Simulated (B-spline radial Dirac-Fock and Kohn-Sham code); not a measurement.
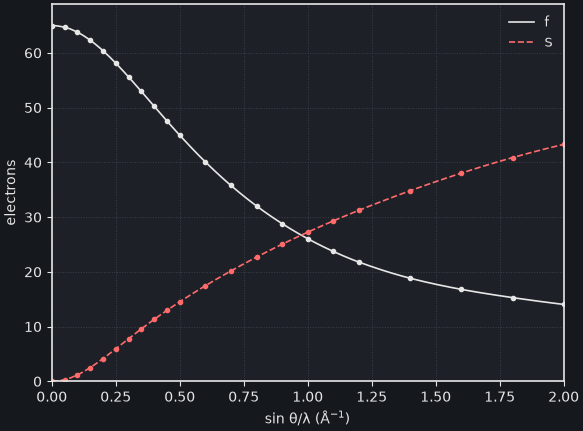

The X-ray form factor f and the incoherent scattering function S against sin θ/λ. The figure is for Re¹⁰⁺ ([Kr] 4d10 4f14 5s2 5p3). The calculation used the spherical Dirac–Fock density (average of configuration), S by Waller and Hartree (a B-spline radial atomic code).

> What is f at sin θ/λ = 1.00 Å⁻¹?

26.1 electrons.

> How many electrons does the species have?

65, the value of f at zero angle.

> Where do f and S cross?

Between sin θ/λ = 0.90 Å⁻¹ and sin θ/λ = 1.00 Å⁻¹.
